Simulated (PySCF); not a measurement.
# WNH3: rigid scans about the minimum

How stiff is WNH3 (singlet) against rigid distortions? The scans start from its PBE0 minimum.

Computed with PySCF 2.14.0. Level: PBE0, basis W def2-TZVP with ECP60, N def2-TZVP, H def2-TZVP, scalar-relativistic core potentials, no spin–orbit coupling, density fitting.

### 1 The starting structure

5 atoms, charge 0, spin multiplicity 1.

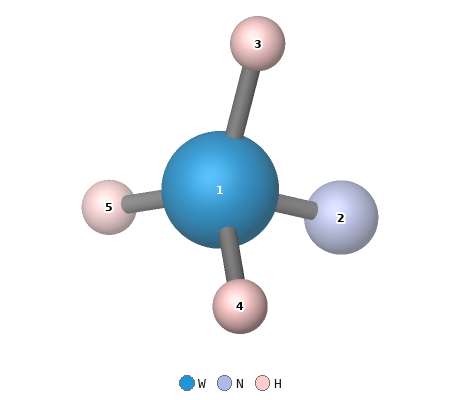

The starting geometry (tungsten blue, nitrogen light blue, hydrogen pink); atoms are numbered from 1 in the order of the file.

Z-matrix (Å, degrees; charge 0 multiplicity 1):
```
W
N  1 1.6486
H  1 1.7149 2 98.17
H  1 1.7149 2 98.17 3 -120.00
H  1 1.7149 2 98.17 3 120.00
```

### 2 Breathing scan

One driver script runs all scans and calls PySCF for each point, on a (75, 302) grid.

Launch:

```bash
$ OMP_NUM_THREADS=2 python axn.py task.json out
```

A rigid scan with PBE0: all bonds to the central atom are scaled together. Each point starts from its neighbour's orbitals, and energies count from the minimum.

```tsv
scale of all bonds to the centre	energy (kJ/mol)	dipole size (D)
0.88	303.5	2.67
0.92	121.9	2.96
0.96	27.6	3.18
1.00	0.0	3.35
1.04	22.7	3.47
1.08	82.8	3.55
1.14	220.8	3.61
1.22	456.4	3.60
1.35	878.3	3.47
```

The scan ran for 11 s (2 threads of Arm Neoverse V1, shared host).

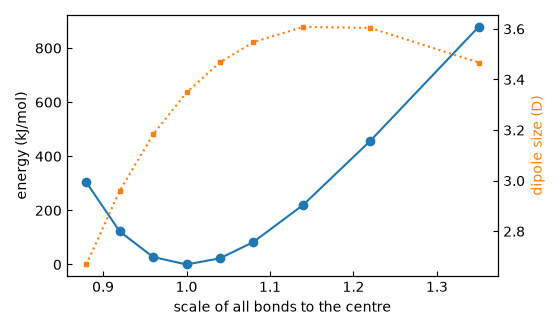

Energy (circles) and dipole moment (squares) along the scan.

### 3 Stretching one bond

A rigid scan with PBE0: the bond from W to the last atom (H) is scaled and the rest held.

```tsv
scale of one bond	energy (kJ/mol)	dipole size (D)
0.92	16.1	3.44
0.96	3.7	3.39
1.00	0.0	3.35
1.05	4.7	3.30
1.12	23.2	3.25
1.20	54.9	3.21
1.35	126.6	3.19
1.55	221.5	3.25
1.80	319.1	3.38
2.20	423.8	3.56
```

The scan took 14 s.

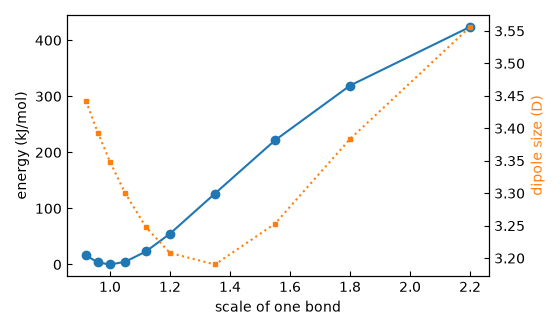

Energy (circles) and dipole moment (squares) along the scan.

A restricted determinant lies too high at long bonds, where the pair should uncouple.

### 4 Summary of results

| quantity | value |
| --- | --- |
| all bonds 4 % longer | 22.7 kJ/mol |
| one bond 20 % longer | 54.9 kJ/mol |

The well is lopsided, 27.6 kJ/mol for 4 % shorter bonds against 22.7 for 4 % longer ones. The stability of the closed-shell solution was not tested. With an element this heavy the missing spin–orbit coupling can shift these numbers.
